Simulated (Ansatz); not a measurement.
```yaml
crystal:
  periodic: [false, false, false]
  atoms:
    - {symbol: F, position_ang: [-0.543098, -1.656660, 0.927386]}
    - {symbol: C, position_ang: [-0.244273, -0.840623, -0.095397]}
    - {symbol: Si, position_ang: [0.235539, 0.803768, 0.056922]}
    - {symbol: H, position_ang: [-0.338888, -1.338806, -1.057391]}
    - {symbol: H, position_ang: [0.523888, 1.541554, -1.185047]}
    - {symbol: H, position_ang: [0.367000, 1.491437, 1.354109]}
basis:
  gaussian: {orbitals: def2-TZVPP}
hamiltonian: {xc: {name: B3LYP}, dispersion: d4}
output: {forces: true}
```

The geometry was computed by an optimisation with PBE0-D4/def2-TZVP. No frequency run is at hand to confirm it as a minimum.

Work out the structure from the coordinates.

The molecule is CH₃FSi. SMILES: `FC=[SiH2]`. It has no ring. Among its groups: C–F bond, Si–H bond. The point group is Cs. All atoms lie on one plane. Coordination: 1 C trigonal planar; 1 Si trigonal planar.

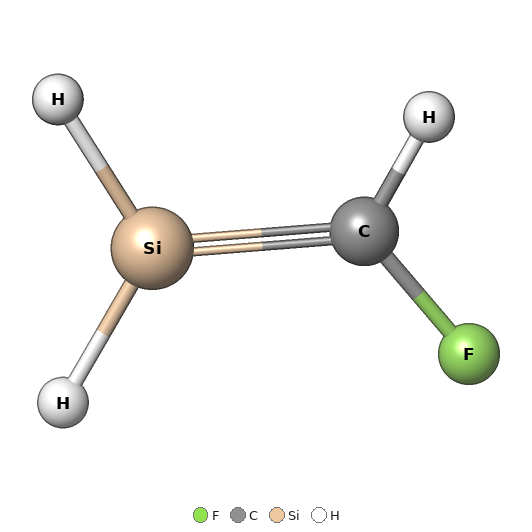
